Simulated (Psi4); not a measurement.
# MgBr (SMILES [Mg][Br]): levels of theory compared

Aim: a comparison of 4 runs (UHF/STO-3G, UPBE0/6-31G, UPBE0/def2-SVP, UCAM-B3LYP/6-311G**) of MgBr. 

The results are computed with Psi4 1.11.

7 further runs of the same task are left out: 3 that didn't finish, 4 set aside as unsound or not needed.

### Step 1. The system as given

MgBr: 2 atoms, total charge 0, spin state doublet. As SMILES, `[Mg][Br]`. The shape is that of a PBE0-D4/def2-TZVP optimisation.

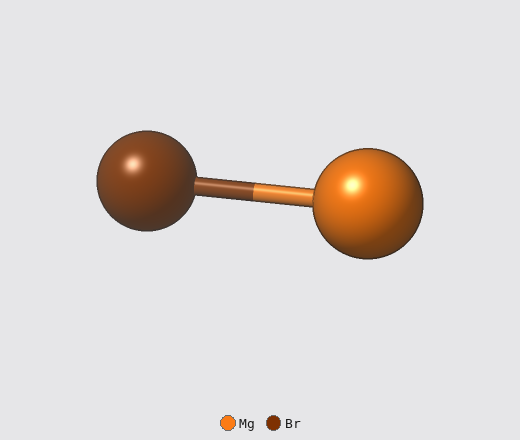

The structure, seen from a chosen angle (magnesium orange, bromine brown).

### Step 2. Energy and gradient at UHF/STO-3G (run 1)

The input, calc.inp:

```
memory 1.6 GB

molecule geom {
  0 2
  Mg    -0.994600     0.306400    -0.519100
  Br     1.024100    -0.366500     0.523200
  symmetry c1
  no_reorient
  no_com
}

set {
  basis STO-3G
  reference uhf
  puream true
  e_convergence 1e-09
  d_convergence 1e-08
  scf_type pk
  maxiter 200
}

gradient('hf')
```

Run with:

```sh
$ psi4 -n 1 calc.inp calc.out
```

calc.out:

```text
[...]
  Running in c1 symmetry.
[...]
  Nuclear repulsion =   93.799672923556727
[...]
  Multiplicity = 2
[...]
  Nalpha       = 24
  Nbeta        = 23
[...]
    Number of basis functions: 27
[...]
   @UHF iter   1: -2741.75659486268432   -2.17662e+00   6.36798e-03 DIIS/ADIIS
[...]
   @UHF iter  10: -2741.80230277824603    4.54747e-13   2.14920e-09 DIIS
[...]
   @S^2 Observed:                7.514925857E-01
[...]
  @UHF Final Energy: -2741.80230277824603
   => Energetics <=
    Nuclear Repulsion Energy =             93.7996729235567273
    One-Electron Energy =               -4033.2969597828659971
    Two-Electron Energy =                1197.6949840810636942
    Total Energy =                      -2741.8023027782455756
  UHF NO Occupations:
  HONO-2 :   22  A 1.9999297
  HONO-1 :   23  A 1.9993942
[...]
 Multipole Moments:
 ------------------------------------------------------------------------------------
     Multipole            Electronic (a.u.)      Nuclear  (a.u.)        Total (a.u.)
 ------------------------------------------------------------------------------------
 L = 1.  Multiply by 2.5417464519 to convert [e a0] to [Debye]
 Dipole X            :        -47.3430825           45.1801391           -2.1629434
 Dipole Y            :         18.0132980          -17.2923169            0.7209811
 Dipole Z            :        -23.9499589           22.8331828           -1.1167761
 Magnitude           :                                                    2.5387648
[...]
  -Total Gradient:
     Atom            X                  Y                   Z
    ------   -----------------  -----------------  -----------------
       1       -0.021131087735     0.007043695913    -0.010910453633
       2        0.021131087562    -0.007043695818     0.010910453495
[...]
```

Wall time 2.4 s (1 thread of Intel Xeon Platinum 8259CL at 2.50GHz (Skylake/Cascade Lake), shared host); peak memory 0.19 GiB.

### Step 3. Energy and gradient at UPBE0/6-31G (run 2)

The input, job.dat:

```
memory 1600 mb

molecule mol {
  0 2
  Mg    -0.994600     0.306400    -0.519100
  Br     1.024100    -0.366500     0.523200
  symmetry c1
  no_reorient
  no_com
}

set {
  basis                6-31G
  reference            uks
  puream               true
  e_convergence        1e-09
  d_convergence        1e-08
  scf_type             pk
  dft_radial_points    99
  dft_spherical_points 590
  maxiter              200
}

energy_value, wavefunction = gradient("pbe0", return_wfn=True)
oeprop(wavefunction, "LOWDIN_CHARGES", "MULLIKEN_CHARGES", "WIBERG_LOWDIN_INDICES", title="PBE0")
print_variables()
```

Run with:

```sh
$ psi4 job.dat job.out -n 1
```

job.out:

```text
[...]
  Running in c1 symmetry.
[...]
  Nuclear repulsion =   93.799672923556727
[...]
  Multiplicity = 2
[...]
  Nalpha       = 24
  Nbeta        = 23
[...]
    Number of basis functions: 40
[...]
   @UKS iter   1: -2773.14680063813830   -1.35992e+00   3.51584e-02 DIIS/ADIIS
[...]
   @UKS iter  10: -2773.48286963645160   -4.18368e-11   6.84349e-09 DIIS
[...]
   @S^2 Observed:                7.512371618E-01
[...]
  @UKS Final Energy: -2773.48286963645160
   => Energetics <=
    Nuclear Repulsion Energy =             93.7996729235567273
    One-Electron Energy =               -4050.7133498735479407
    Two-Electron Energy =                1264.5219427517718032
    DFT Exchange-Correlation Energy =     -81.0911354382322287
    Empirical Dispersion Energy =           0.0000000000000000
    VV10 Nonlocal Energy =                  0.0000000000000000
    Total Energy =                      -2773.4828696364515963
[...]
  -Total Gradient:
     Atom            X                  Y                   Z
    ------   -----------------  -----------------  -----------------
       1        0.011137003234    -0.003712334412     0.005750284082
       2       -0.011143874810     0.003714624886    -0.005753831861
[...]
  Mulliken Charges: (a.u.)
   Center  Symbol    Alpha    Beta     Spin     Total
       1    MG     6.24622  5.30616  0.94006  0.44761
       2    BR    17.75378 17.69384  0.05994 -0.44761
   Total alpha = 24.00000, Total beta = 23.00000, Total charge =  0.00000
  Lowdin Charges: (a.u.)
   Center  Symbol    Alpha    Beta     Spin     Total
       1    MG     6.30275  5.37716  0.92559  0.32009
       2    BR    17.69725 17.62284  0.07441 -0.32009
  Total alpha = 24.00000, Total beta = 23.00000, Total charge =  0.00000
[...]
```

Wall time 8.1 s (1 thread of Intel Xeon Platinum 8259CL at 2.50GHz (Skylake/Cascade Lake), shared host); peak memory 0.31 GiB.

### Step 4. A single-point energy at UPBE0/def2-SVP (run 3)

The input, brmg.py:

```python
import psi4

psi4.set_memory(1600000000)
psi4.set_num_threads(1)
psi4.set_output_file('brmg.out', False)

mol = psi4.geometry("""
0 2
Mg    -0.994600     0.306400    -0.519100
Br     1.024100    -0.366500     0.523200
symmetry c1
no_reorient
no_com
""")

psi4.set_options({
    'reference': 'uks',
    'puream': True,
    'e_convergence': 1e-09,
    'd_convergence': 1e-08,
    'scf_type': 'pk',
    'dft_radial_points': 99,
    'dft_spherical_points': 590,
    'maxiter': 200,
})

e_tot, wfn = psi4.energy('pbe0/def2-SVP', return_wfn=True)
psi4.oeprop(wfn, 'DIPOLE', 'MAYER_INDICES', 'WIBERG_LOWDIN_INDICES', title='PBE0')
print(f'pbe0/def2-SVP energy: {e_tot:.10f} Eh')
```

Run with:

```sh
$ python brmg.py
```

brmg.out:

```text
[...]
  Running in c1 symmetry.
[...]
  Nuclear repulsion =   93.799672923556727
[...]
  Multiplicity = 2
[...]
  Nalpha       = 24
  Nbeta        = 23
[...]
    Number of basis functions: 50
[...]
   @UKS iter   1: -2773.12484651046179   -1.35804e+00   2.78704e-02 ADIIS/DIIS
[...]
   @UKS iter  11: -2773.49511771566222   -5.45697e-12   5.21277e-09 DIIS
[...]
   @S^2 Observed:                7.507839560E-01
[...]
  @UKS Final Energy: -2773.49511771566222
   => Energetics <=
    Nuclear Repulsion Energy =             93.7996729235567273
    One-Electron Energy =               -4049.6859994014002950
    Two-Electron Energy =                1263.4216717001017969
    DFT Exchange-Correlation Energy =     -81.0304629379205466
    Empirical Dispersion Energy =           0.0000000000000000
    VV10 Nonlocal Energy =                  0.0000000000000000
    Total Energy =                      -2773.4951177156626727
[...]
 Multipole Moments:
 ------------------------------------------------------------------------------------
     Multipole            Electronic (a.u.)      Nuclear  (a.u.)        Total (a.u.)
 ------------------------------------------------------------------------------------
 L = 1.  Multiply by 2.5417464519 to convert [e a0] to [Debye]
 Dipole X            :        -46.2467577           45.1801391           -1.0666185
 Dipole Y            :         17.6478564          -17.2923169            0.3555395
 Dipole Z            :        -23.3839019           22.8331828           -0.5507190
 Magnitude           :                                                    1.2519484
[...]
```

Standard output:

```text
pbe0/def2-SVP energy: -2773.4951177157 Eh
```

Wall time 6.6 s (1 thread of Intel Xeon Platinum 8259CL at 2.50GHz (Skylake/Cascade Lake), shared host); peak memory 0.35 GiB.

### Step 5. A single-point energy at UCAM-B3LYP/6-311G(d,p) (run 4)

The input, job.in:

```
memory 1600 MB

molecule {
  0 2
  Mg
  Br 1 2.369458
  symmetry c1
  no_reorient
  no_com
}

set basis 6-311G**
set reference uks
set puream true
set e_convergence 1e-09
set d_convergence 1e-08
set scf_type pk
set dft_radial_points 99
set dft_spherical_points 590
set maxiter 200

energy('cam-b3lyp')
```

Run with:

```sh
$ psi4 -i job.in -o job.out -n 1
```

job.out:

```text
[...]
  Running in c1 symmetry.
[...]
  Nuclear repulsion =   93.799691102944223
[...]
  Multiplicity = 2
[...]
  Nalpha       = 24
  Nbeta        = 23
[...]
    Number of basis functions: 70
[...]
   @UKS iter   1: -2773.84793035215171   -1.39244e+00   3.18306e-02 ADIIS/DIIS
[...]
   @UKS iter  12: -2774.37252192743335   -3.18323e-12   2.47021e-09 DIIS
[...]
   @S^2 Observed:                7.510038315E-01
[...]
  @UKS Final Energy: -2774.37252192743335
   => Energetics <=
    Nuclear Repulsion Energy =             93.7996911029442231
    One-Electron Energy =               -4050.5304305988074702
    Two-Electron Energy =                1266.4293058669056791
    DFT Exchange-Correlation Energy =     -84.0710882984753454
    Empirical Dispersion Energy =           0.0000000000000000
    VV10 Nonlocal Energy =                  0.0000000000000000
    Total Energy =                      -2774.3725219274333540
[...]
 Multipole Moments:
 ------------------------------------------------------------------------------------
     Multipole            Electronic (a.u.)      Nuclear  (a.u.)        Total (a.u.)
 ------------------------------------------------------------------------------------
 L = 1.  Multiply by 2.5417464519 to convert [e a0] to [Debye]
 Dipole X            :          0.0000000            0.0000000            0.0000000
 Dipole Y            :          0.0000000            0.0000000            0.0000000
 Dipole Z            :          3.2533427           -4.6795359           -1.4261932
 Magnitude           :                                                    1.4261932
[...]
```

Wall time 10 s (1 thread of Intel Xeon Platinum 8259CL at 2.50GHz (Skylake/Cascade Lake), shared host); peak memory 0.44 GiB.

### Step 6. The series

```
run                level         integration grid      task   energy (Eh)  dipole moment (D)  HOMO energy (eV)  LUMO energy (eV)  wall time
  1           UHF/STO-3G                        –  gradient  -2741.802303               6.45             -3.60              7.70      2.4 s
  2          UPBE0/6-31G  99 radial × 590 angular  gradient  -2773.482870               3.99             -5.91             -3.05      8.1 s
  3       UPBE0/def2-SVP  99 radial × 590 angular    energy  -2773.495118               3.18             -5.74             -2.87      6.6 s
  4  UCAM-B3LYP/6-311G**  99 radial × 590 angular    energy  -2774.372522               3.63             -6.85             -2.30       10 s
```

### Step 7. What came out

```
                                 quantity           value
                      run 4: total energy  -2774.37252 Eh
                     run 4: dipole moment          3.63 D
run 4: HOMO energy (highest over α and β)        -6.85 eV
 run 4: LUMO energy (lowest over α and β)        -2.30 eV
                              run 4: ⟨S²⟩           0.751
```

The dipole moment (its size) runs from 3.18 D (UPBE0/def2-SVP) to 6.45 D (UHF/STO-3G). The two ends differ in method and basis. Totals of different functionals can't be ranked against each other. In run 1 the basis is minimal, so the values are rough. All runs together took 27 s, the longest 10 s.
